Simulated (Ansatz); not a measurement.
Species, as SMILES: [CH]=C=O, doublet.
Atoms: C1, C2, H3, O4. Bonds: C1-C2, C1-H3, C2-O4.

Basis-set convergence of the harmonic zero-point energy at PBE0 with Ansatz (a quantum-chemistry and plane-wave program). Each level at its own minimum, finite differences of forces, unscaled; the reference is a large set that could be run, not a limit. Cartesian d functions, on some or all atoms, in 6-31G*, 6-31G**, 6-31+G*; all else is spherical. The program fits the integrals of some runs and decomposes those of others, by size. Core-valence sets carry the plain set on hydrogen. Open shells are unrestricted. No added dispersion term, no relativity. Reference: the value in aug-pcseg-2, 11.87 kcal/mol. Deviations are taken from unrounded values.

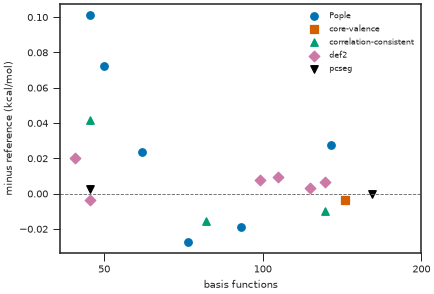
*Deviation from the reference against the number of basis functions, by family of sets.*

```tsv
basis	functions	harmonic zero-point energy (kcal/mol)	minus reference (kcal/mol)
def2-SV(P)	44	11.89	0.02
6-31G*	47	11.97	0.10
cc-pVDZ	47	11.91	0.04
def2-SVP	47	11.86	0.00
pcseg-1	47	11.87	0.00
6-31G**	50	11.94	0.07
6-31+G*	59	11.89	0.02
6-311+G**	72	11.84	-0.03
aug-cc-pVDZ	78	11.85	-0.02
6-311++G(2d,2p)	91	11.85	-0.02
def2-TZVP	99	11.87	0.01
def2-TZVPP	107	11.87	0.01
def2-TZVPD	123	11.87	0.00
def2-TZVPPD	131	11.87	0.01
jun-cc-pV(T+d)Z	131	11.86	-0.01
6-311++G(3df,3pd)	135	11.89	0.03
cc-pCVTZ	143	11.86	0.00
aug-pcseg-2	161	11.87	0.00
```
